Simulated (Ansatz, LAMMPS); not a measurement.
# Amorphous polyisobutylene (as short chains C22H46) at 640 K (136 atoms): a single point

What does DFT give for amorphous polyisobutylene (as short chains C22H46) at 640 K (136 atoms) as built?

Method: Kohn-Sham DFT, r2SCAN+D3(BJ), PAW (set soft_2), plane waves, in Ansatz 0.2.0.

### Step 1. Set-up

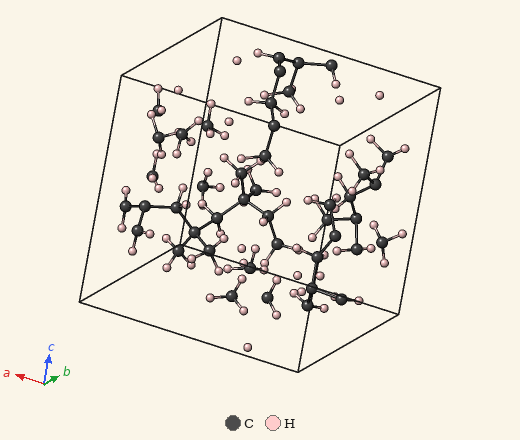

Start, viewed from a free direction; carbon dark grey, hydrogen pink. Bonds to atoms that aren't drawn are left out. Some periodic images of atoms are drawn too.

The cell holds 136 atoms: 44 C and 92 H. Its edges and angles: a = 11.429 Å, b = 11.429 Å, c = 11.429 Å, α = 90.0°, β = 90.0°, γ = 90.0°. 2 polyisobutylene chains of 5 units with methyl end groups placed at random, at 0.691 g/cm³; overlaps pushed apart, then 20 ps at 800 K with MMFF94 bonds, angles, torsions, charges and radii (Halgren, J. Comput. Chem. 17, 490 (1996)) in harmonic and 12-6 forms. Snapshot after 30 ps at 640 K and fixed volume.

Before any run, some limits are plain. The network of contacts between molecules at the start is that of the classical potential that made the cell, and needn't be the one that DFT or experiment would give. The density was typed from a rule of thumb and may lie off the real one at this temperature. The Brillouin zone is sampled at Γ only, in a cell whose shortest periodic width is 11 Å.

### Step 2. Making the structure

A classical potential supplies the starting structure, since it reaches far longer times than DFT.

This step: classical MD, MMFF94 bonds, angles, torsions, charges and radii (Halgren, J. Comput. Chem. 17, 490 (1996)) in harmonic and 12-6 forms; charges of ions scaled by 0.8 (LAMMPS 22 Jul 2025 - Update 4).

in.lmp

```
# amorphous polyisobutylene
units real
atom_style full
boundary p p p
bond_style harmonic
angle_style harmonic
dihedral_style opls
improper_style harmonic
special_bonds lj 0 0 0.5 coul 0 0 0.75
read_data data.lmp
neigh_modify delay 0 every 1 check yes one 4000
comm_modify cutoff 12.0
timestep 0.5
thermo_style custom step time temp pe press density
thermo_modify norm yes
# push overlapping molecules apart
pair_style soft 2.6
pair_coeff * * 0.0
variable a equal ramp(1,60)
fix ad all adapt 1 pair soft a * * v_a
velocity all create 800 501249 mom yes dist gaussian
fix lim all nve/limit 0.03
fix lan all langevin 800 800 50 501250 zero yes
thermo 1000
run 3000 post no
unfix ad
pair_style lj/cut 9.0
pair_modify mix arithmetic tail yes
pair_coeff 1 1 0.0678 3.3680   # C
pair_coeff 2 2 0.0216 2.5400   # H
thermo 100
minimize 1e-5 1e-3 300 3000
reset_timestep 0
velocity all create 800 501251 mom yes dist gaussian
# [... 13 lines left out ...]
compute msd all msd com yes
thermo 7500
fix md all nvt temp 640 640 100
run 30000 post no
print "== T640: mean square displacement over the hold $(c_msd[4]:%.2f) A^2"
unfix md
uncompute msd
write_dump all custom T640.dump id type xs ys zs modify sort id
```

The run is started by

```bash
lmp -in in.lmp -log none -nocite
```

The program printed:

```text
LAMMPS (22 Jul 2025 - Update 4)
Reading data file ...
  orthogonal box = (0 0 0) to (11.42893 11.42893 11.42893)
  136 atoms
  orthogonal box = (0 0 0) to (11.42893 11.42893 11.42893)
  134 bonds
  264 angles
  378 dihedrals
   Step          Time           Temp          PotEng         Press         Density
         0   0              800            1.1320597     -18036.503      0.69099956
      1000   500            591.4117       3.5053079     -3707.4411      0.69099956
      2000   1000           611.5618       3.7252285      4864.2722      0.69099956
      3000   1500           573.69738      3.6856725      9768.086       0.69099956
Loop time of 0.351132 s on 1 MPI rank(s) for 3000 steps with 136 atoms
   Step          Time           Temp          PotEng         Press         Density
      3000   1500           573.69738      2.7507749     -27982.286      0.69099956
      3100   1550           573.69738      0.75931674     5217.1972      0.69099956
[... 12 lines left out ...]
      2000   1000           617.58894      2.4156948     -1285.2536      0.69099956
Loop time of 0.635844 s on 1 MPI rank(s) for 2000 steps with 136 atoms
   Step          Time           Temp          PotEng         Press         Density
      2000   1000           617.58894      2.4156948     -1285.2536      0.69099956
[... 5 lines left out ...]
Loop time of 7.05554 s on 1 MPI rank(s) for 20000 steps with 136 atoms
   Step          Time           Temp          PotEng         Press         Density
[... 4 lines left out ...]
Loop time of 7.0331 s on 1 MPI rank(s) for 20000 steps with 136 atoms
   Step          Time           Temp          PotEng         Press         Density
[... 2 lines left out ...]
     52500   51500          595.01047      2.7229144      6290.6816      0.69099956
     60000   59000          646.96857      2.5503692     -8449.1608      0.69099956
     67500   66500          654.41058      2.5555538      536.51369      0.69099956
     72000   71000          632.48306      2.6100714      9440.8597      0.69099956
Loop time of 10.3965 s on 1 MPI rank(s) for 30000 steps with 136 atoms
== T640: mean square displacement over the hold 17.01 A^2
```

Wall time 26 s (1 thread of Arm Neoverse V2, shared host); peak memory 0.13 GiB.

The input also reads data.lmp (atoms, bonds and types; not printed here).

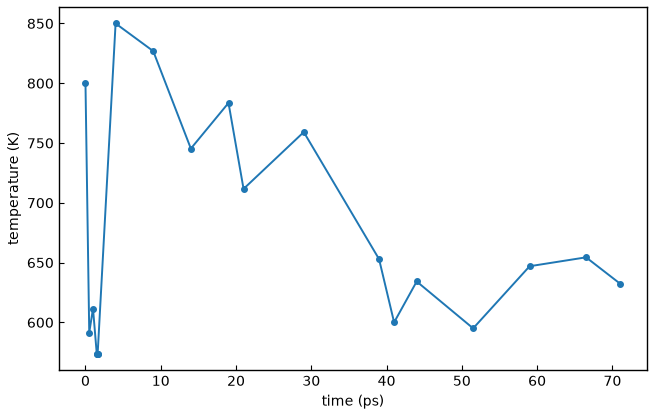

Temperature, plotted against time.

### Step 3. Plane-wave single point

The electrons are solved once, with the atoms held.

input.yaml

```yaml
crystal:
  lattice:
    - [11.42893, 0.0, 0.0]
    - [0.0, 11.42893, 0.0]
    - [0.0, 0.0, 11.42893]
  atoms:
    - { symbol: C, position: [0.36452, 0.44446, 0.33948] }
    - { symbol: C, position: [0.44479, 0.4921, 0.4259] }
    - { symbol: C, position: [0.53484, 0.42252, 0.4904] }
    - { symbol: C, position: [0.46217, 0.3485, 0.57176] }
    - { symbol: C, position: [0.60303, 0.51333, 0.55987] }
    - { symbol: C, position: [0.60533, 0.34172, 0.40565] }
    - { symbol: C, position: [0.70312, 0.37239, 0.30508] }
    - { symbol: C, position: [0.71547, 0.26239, 0.24748] }
    - { symbol: C, position: [0.65745, 0.45767, 0.21686] }
    - { symbol: C, position: [0.81855, 0.41769, 0.36644] }
    - { symbol: C, position: [0.94182, 0.38056, 0.34401] }
    - { symbol: C, position: [0.97382, 0.25056, 0.36668] }
    - { symbol: C, position: [0.96577, 0.41236, 0.22103] }
    - { symbol: C, position: [0.02228, 0.45897, 0.41886] }
    - { symbol: C, position: [0.04459, 0.44585, 0.55086] }
    - { symbol: C, position: [0.95067, 0.41554, 0.63506] }
    - { symbol: C, position: [0.12218, 0.32986, 0.55099] }
    - { symbol: C, position: [0.12746, 0.54608, 0.59711] }
    - { symbol: C, position: [0.07614, 0.67077, 0.63409] }
    - { symbol: C, position: [0.97685, 0.73376, 0.56053] }
    - { symbol: C, position: [0.16877, 0.76016, 0.62727] }
    - { symbol: C, position: [0.04529, 0.67046, 0.76675] }
    - { symbol: H, position: [0.3236, 0.36376, 0.37229] }
    - { symbol: H, position: [0.3968, 0.42696, 0.24952] }
    - { symbol: H, position: [0.28965, 0.50185, 0.32227] }
    - { symbol: H, position: [0.38937, 0.52493, 0.49605] }
    - { symbol: H, position: [0.48822, 0.56271, 0.3693] }
    - { symbol: H, position: [0.47133, 0.25969, 0.53896] }
    - { symbol: H, position: [0.37511, 0.35737, 0.58595] }
    - { symbol: H, position: [0.51211, 0.34286, 0.64923] }
    - { symbol: H, position: [0.54961, 0.56695, 0.61788] }
    - { symbol: H, position: [0.67706, 0.48138, 0.61387] }
    [... 98 atom lines left out ...]
    - { symbol: H, position: [0.58502, 0.10406, 0.52937] }
    - { symbol: H, position: [0.50791, 0.06028, 0.6428] }
    - { symbol: H, position: [0.6133, 0.1666, 0.65017] }
    - { symbol: H, position: [0.63699, 0.82056, 0.53752] }
    - { symbol: H, position: [0.75694, 0.87883, 0.48375] }
    - { symbol: H, position: [0.61368, 0.95491, 0.44951] }
kpoints:
  mp_grid: { grid: [1, 1, 1] }
hamiltonian:
  xc: r2scan
  dispersion: d3bj
scf:
  occupations: { method: fixed }
output:
  forces: true
  stress: true
  populations: true
  dos:
    method: { smearing: { sigma: 0.08 } }
    de: 0.1
    projected: { site_lists: { C: [C], H: [H] } }
  eigenvalues: true
  write_density: true
  write_potential: true
  volumetric_format: npy
```

The run is started by

```bash
ansatz run input.yaml --threads 8 --pin off --max-ram 15872MiB --backend cpu --events-out ev --progress --plain --runs-dir out
```

The program printed:

```text
Warning: the engine holds no damping parameters fitted to this dispersion correction and functional, so the run takes those fitted to r2scan beside the three-body term, which d3bj leaves out (hamiltonian.dispersion, under Limitations)
Engine: ansatz 0.2.0, aarch64-unknown-linux-gnu
Pseudopotentials: kind: paw
Pseudopotential: C, paw, valence charge 4, recommended cutoff 500 eV (meta_gga), C.paw.azcp
Pseudopotential: H, paw, valence charge 1, recommended cutoff 500 eV (meta_gga), H.paw.azcp
[... 6 lines on functional and potentials left out ...]
Crystal: 136 atoms, lattice volume = 1492.852 Å³
Basis set: ecut = 500 eV, 37993 PW (Γ), exchange–correlation on 360×360×360 points (64 copies of the dense FFT grid, shifted against one another)
Bands: 270, of which v1, the nominal top of the filled ones, is band 134 counted from 1 (133 counted from 0)
Symmetry: 1 space group operations
Space group: P1 (ITA 1), of the structure as read, at distance tolerance 1.1e-4 Å
k-points: 1
[... 6 lines on functional and potentials left out ...]
Initial density: superposition of atomic densities (neutral atoms: chi_scale 0, normalization atom), corrected by the library's trained network
Initial wavefunctions: pseudopotential atomic-orbital guess
Functional: x = r2scan, c = r2scan; τ floored in thin density (d = 2e-4 eV/Å³)
SCF iter   1: F=—  HF=-12555.755861 eV  |F-HF|=—  |Δ(HF+E_count)|=         —  Δρ=6.08e-3  dr2=4.72e-1  dr2_τ=9.92e0  ethr=1.77e-3  ⟨swp⟩=4.0  Hψ=949  notcnv=0  defer=130
preconditioner: auto → Resta (q_TF=auto, 2.049 Å⁻¹)  ε∞=2.0  [insulator: Δε(μ)=5.288 eV  Ē_g=15.938 eV  n_scr=202 (ndim 8)  ℏωp=15.7 eV  f_vac=0.348  ε∞_Penn≈2.0]
SCF iter   2: F=—  HF=-12553.714480 eV  |F-HF|=—  |Δ(HF+E_count)|=    2.04e0  Δρ=3.04e-3  dr2=1.08e-1  dr2_τ=6.03e-3  ethr=1.76e-4  ⟨swp⟩=3.0  Hψ=453  notcnv=0  defer=134
SCF iter   3: F=—  HF=-12553.751860 eV  |F-HF|=—  |Δ(HF+E_count)|=   3.74e-2  Δρ=7.14e-4  dr2=1.29e-2  dr2_τ=1.16e-3  ethr=4.01e-5  ⟨swp⟩=3.0  Hψ=243  notcnv=0  defer=134
SCF iter   4: F=—  HF=-12553.765686 eV  |F-HF|=—  |Δ(HF+E_count)|=   1.38e-2  Δρ=2.73e-4  dr2=1.97e-3  dr2_τ=2.51e-4  ethr=4.82e-6  ⟨swp⟩=3.0  Hψ=277  notcnv=0  defer=134
SCF iter   5: F=—  HF=-12553.771176 eV  |F-HF|=—  |Δ(HF+E_count)|=   5.49e-3  Δρ=1.04e-4  dr2=2.63e-4  dr2_τ=1.32e-5  ethr=7.37e-7  ⟨swp⟩=3.0  Hψ=271  notcnv=0  defer=134
SCF iter   6: F=—  HF=-12553.772850 eV  |F-HF|=—  |Δ(HF+E_count)|=   1.67e-3  Δρ=2.20e-5  dr2=1.12e-5  dr2_τ=9.74e-7  ethr=9.79e-8  ⟨swp⟩=3.0  Hψ=264  notcnv=0  defer=134
SCF iter   7: F=—  HF=-12553.774525 eV  |F-HF|=—  |Δ(HF+E_count)|=   1.67e-3  Δρ=1.08e-5  dr2=2.28e-6  dr2_τ=2.56e-7  ethr=4.16e-9  ⟨swp⟩=2.0  Hψ=406  notcnv=0  defer=134
SCF iter   8: F=—  HF=-12553.774533 eV  |F-HF|=—  |Δ(HF+E_count)|=   8.19e-6  Δρ=2.59e-6  dr2=1.43e-7  dr2_τ=1.18e-8  ethr=8.49e-10  ⟨swp⟩=2.0  Hψ=275  notcnv=0  defer=134
SCF iter   9: F=-12553.774535 eV  HF=-12553.774535 eV  |F-HF|=1.61e-7  |Δ(HF+E_count)|=   1.86e-6  Δρ=7.27e-7  dr2=1.36e-8  dr2_τ=9.33e-10  ethr=3.73e-11  ⟨swp⟩=26.0  Hψ=2727  notcnv=0
SCF 1 converged in 9 iterations: F = -12553.774535 eV  dr2 = 1.36e-8
  greatest PAW one-centre occupation: 0.693 electrons in one spin orbital (limit 2), on the C atom at site 7 (counted from 0), in its partial waves of l = 0
WARN: The output density's exchange-correlation potential varies sharply where the density is thin. Do not read a vacuum level from v_tot or v_xc, or from such a field of the output density. On a cell that repeats whose density bears no net charge and no dipole along the vacuum's axis use v_es (v_loc + v_h of the components); [...]
SCF converged after 9 iterations
Free energy (F): -12553.774535 eV
Harris-Foulkes:  -12553.774535 eV  (|F-HF|=1.61e-7)
Internal energy: -12553.774535 eV  (E = F + TS)
E sigma→0 (E₀):  -12553.774535 eV
Fermi energy:    -2.797499 eV
--- Per-component energies (eV) ---
  E_band       = -2245.656784
  E_kinetic    = 5343.562943
  E_local      = -23216.592602  (includes V_loc(G=0)·N_el)
  E_nonlocal   = 1333.532901
  E_hartree    = 9267.228976
  E_xc         = -2942.282904
  E_vxc        = -4102.781109  (∫ρ·V_xc dr)
  E_paw        = -4493.868392  (= ΣΔE_a)
  E_vpaw       = -369.763853  (= ΣTr[D̂ρ^β])
  E_aug_tail   = -0.046059  (compensation charges beyond the density's cutoff)
  E_vtau       = 231.971328  (kinetic-family band-sum trace: ∫τ·v_τ [+ j·A + Jᵃ·Aᵃ] dr)
  E_ewald      = 2158.480217
  E_disp       = -2.699570  (pairwise vdW)
  E_core_change = -1.090044  (= ΣΔE_core)
  E_smearing   = -0.000000  (= −TS)
  E_closure    = 0.000000  (closes the sum)
  Σ components = -12553.774535   (vs F -12553.774535, Δ=0.00e0)
--- Forces (eV/Å), atoms counted from 1 ---
  atom   1  C     -1.94605548    -2.17508468    -1.67570705
  atom   2  C      0.85567111     3.16320070    -1.41027775
  atom   3  C     -0.93616008     0.19477413    -1.07445874
  atom   4  C      3.74291282    -2.88632090    -0.67642196
  atom   5  C      0.99041655    -0.86924913     0.43652470
  atom   6  C      1.77108085    -0.63632264     0.89079331
  atom   7  C     -1.72265944     1.62694139     2.50885965
  atom   8  C      0.70135318    -1.69606143    -1.92815856
  atom   9  C      0.39142792    -0.22098094    -1.69948457
  atom  10  C     -1.82878102     1.68239825    -0.45319794
  atom  11  C      0.31688110    -0.83110661     0.87651963
  atom  12  C      2.64221684    -1.21713411    -3.21368344
  atom  13  C      2.97073129    -5.43829431    -1.50059473
  atom  14  C     -0.53876630     1.34733254     0.71659486
[...]
atom 135  H     -1.28674727     0.93884041     0.00294060
  atom 136  H      0.80998364    -1.05869774     0.53650459
  max |Σ_I F_I| component: 9.30e-5 eV/Å
--- Stress (GPa, compression-positive) ---
        1.725226       0.740219      -0.189196
        0.740219       1.967616      -0.652485
       -0.189196      -0.652485       1.407714
  P = ⅓ Tr σ = 1.7002 GPa (17.002 kbar)
--- Band table (eV) ---
  k-point 0: bands = ["-18.6399", "-18.5594", "-18.2790", "-18.2018", [... 254 levels ...], "10.5019", "10.5242", "10.5768", "10.5977", "10.6533", "10.7366", "10.7659", "10.8386", "10.8812", "10.9288", "11.0178", "11.0621"]
--- Löwdin populations: 136 sites ---
  site symbol       q [e]
     0      C      4.4379
     1      C      4.2376
     2      C      3.8990
[...]
135      H      0.8359
  spilling = 0.011640 (of n_electrons = 268.000000)
```

Wall time 22 s (8 threads of Arm Neoverse V2, shared host); peak memory 3.9 GiB.

The program notes that the exchange-correlation potential is rough where the density is thin. Further notices: dispersion damping borrowed.

Read from the output:

| Quantity | Value |
| --- | --- |
| free energy | -12553.7745 eV |
| free energy per atom | -92.3072 eV/atom |
| SCF cycles | 9 |
| pressure | 1.7 GPa |
| r.m.s. force component | 1.206 eV/Å |
| longest force | 6.376 eV/Å |
| Fermi energy | -2.797 eV |
| gap (highest filled to lowest empty level) | 5.644 eV |
| spilling of the projection | 0.01164 |

Length of the force by element:

| element | coordination | atoms | mean length of the force (eV/Å) | spread | least | most |
| --- | --- | --- | --- | --- | --- | --- |
| C | all | 44 | 2.65 | 1.17 | 0.594 | 6.38 |
| H | all | 92 | 1.38 | 0.721 | 0.232 | 4.16 |

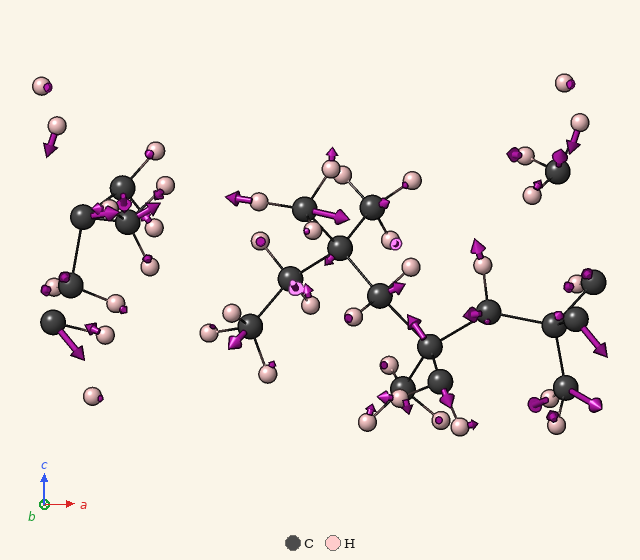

Forces as arrows; the longest in the cell is 6.38 eV/Å. Drawn is a slice 4 Å thick, seen along the normal of the ac plane. Bonds to atoms that aren't drawn are left out.

Löwdin charges by element (they lack the spilled electrons, 0.023 e an atom on average):

| element | coordination | atoms | mean charge (e) | spread | least | most |
| --- | --- | --- | --- | --- | --- | --- |
| C | all | 44 | -0.293 | 0.225 | -0.506 | 0.108 |
| H | all | 92 | 0.174 | 0.0188 | 0.133 | 0.226 |

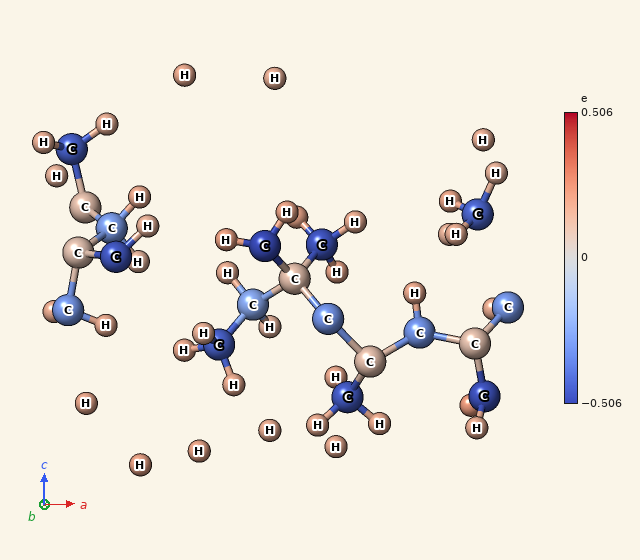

Atoms coloured by Löwdin charge. Drawn is a slice 4 Å thick, seen along the normal of the ac plane. Bonds to atoms that aren't drawn are left out.

States in the cell by windows of 1 eV, zero at the Fermi level; the larger projections on atomic orbitals stand beside the total:

| from (eV) | to (eV) | total | C p | H s | C s |
| --- | --- | --- | --- | --- | --- |
| -10 | -9 | 4.0 | 1.1 | 1.3 | 1.6 |
| -9 | -8 | 4.3 | 2.0 | 0.9 | 1.3 |
| -8 | -7 | 7.8 | 3.8 | 1.8 | 2.0 |
| -7 | -6 | 7.9 | 4.0 | 2.1 | 1.7 |
| -6 | -5 | 22.5 | 16.1 | 5.4 | 0.5 |
| -5 | -4 | 28.2 | 19.7 | 7.6 | 0.5 |
| -4 | -3 | 29.6 | 19.5 | 9.3 | 0.5 |
| -3 | -2 | 36.7 | 23.3 | 12.8 | 0.3 |
| -2 | -1 | 37.1 | 24.9 | 11.4 | 0.5 |
| -1 | 0 | 24.9 | 17.8 | 6.5 | 0.6 |
| 0 | 1 | 1.0 | 0.7 | 0.2 | 0.0 |
| 1 | 5 | 0.0 | 0.0 | 0.0 | 0.0 |

The curve was stored every 0.10 eV, coarse against its broadening of 0.08 eV, so these counts are rough.

With fixed occupations the program's Fermi level is the highest filled level; weight inside the gap is the broadening of levels at its edges.

Between -16 and -10 eV lie 64 more states.

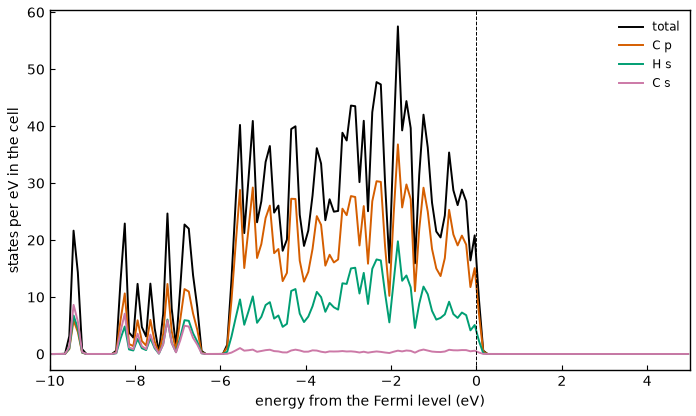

Total and projected density of states, with the broadening of the input.

The levels nearest the highest filled one (over half full), pooled over k-points and spins:

| level less the highest filled one (eV) | occupation |
| --- | --- |
| -0.422 | 2 |
| -0.337 | 2 |
| -0.282 | 2 |
| -0.217 | 2 |
| -0.0803 | 2 |
| 0 | 2 |
| 5.64 | 0 |
| 6.47 | 0 |
| 6.56 | 0 |
| 6.62 | 0 |
| 6.67 | 0 |
| 6.73 | 0 |

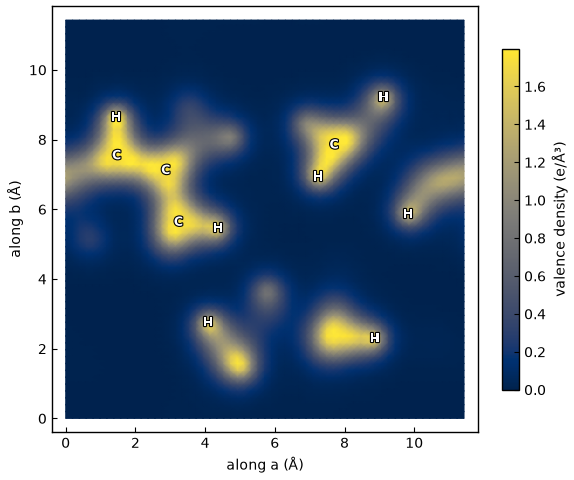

Valence density in the ab plane at fractional z = 0.355, with atoms of C and H within 0.2 Å of it. It is the smooth field of the valence electrons, not physical close to the nuclei. The map starts off the cell's origin, so that atoms lie inside it.

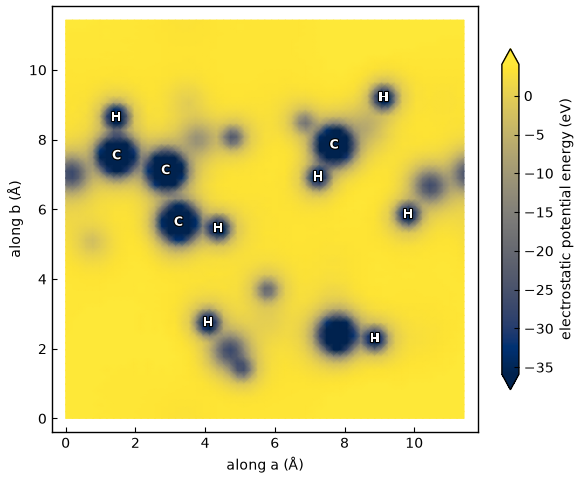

Electrostatic potential energy in the ab plane at fractional z = 0.355, with atoms of C and H within 0.2 Å of it. With pseudopotentials it is smooth inside the atoms' cores, unlike the true potential. The map starts off the cell's origin, so that atoms lie inside it.

Mean Löwdin charges: C -0.29, H +0.17 e (they miss 1.2 % of the electrons, so they add up to more than the cell's charge). The largest share in the top eV of filled states is C p (72 % of the projected weight), and in the lowest eV of empty states H s (59 % of the projected weight).

[end of part 1 of 2]

[Logs are printed without paths, hosts, clocks, repeated set-up lines and the standing remarks that a program may print on its own settings, such as how far it seeks lower states.]

[Hosts, paths, dates, database ids (printed as entryN), source tags and the programs' standing remarks are cut or masked in the printed files.]

[The MMFF94 radii named for the starting cell were scaled by 0.96; in molecules described by MMFF94, hydrogen bound to N, O or S took a small fixed 12-6 site in their place.]
